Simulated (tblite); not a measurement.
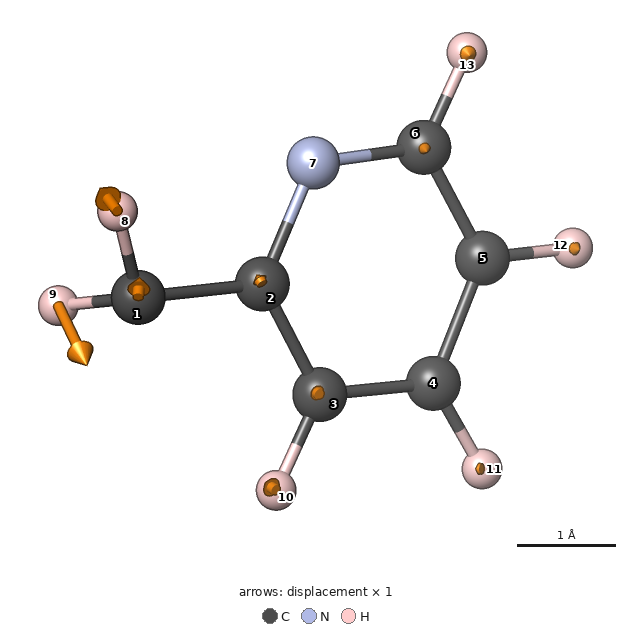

A relaxation of C$_{6}$H$_{6}$N (multiplicity 2). The starting structure is drawn; orange arrows show the displacements, at their true length. The two geometries are superimposed by the best rigid fit.

The picture is a ball-and-stick view, seen at a tilt.

These are results of tblite 0.8.0, GFN2-xTB geometry optimisation, gas phase, not measurements. 

### What happened in the run?

After 49 geometry steps the energy has fallen by 121.0 kJ/mol. The atom that moves furthest after the best rigid fit is H9 (1.01 Å). Largest moves by element: H 1.01 Å, C 0.28 Å, N 0.07 Å. Some distances before and after: C1–C2 1.520 → 1.380 Å, C2–C3 1.364 → 1.427 Å, C1–H9 1.127 → 1.075 Å, C6–N7 1.351 → 1.305 Å. Bond angles that change, for instance: C2–C1–H9 104.1° → 121.4°, H8–C1–H9 107.8° → 118.8°, C5–C6–N7 117.4° → 124.4°. Cost: 0.19 s on 1 thread of Arm Neoverse V2, with other jobs on the host.
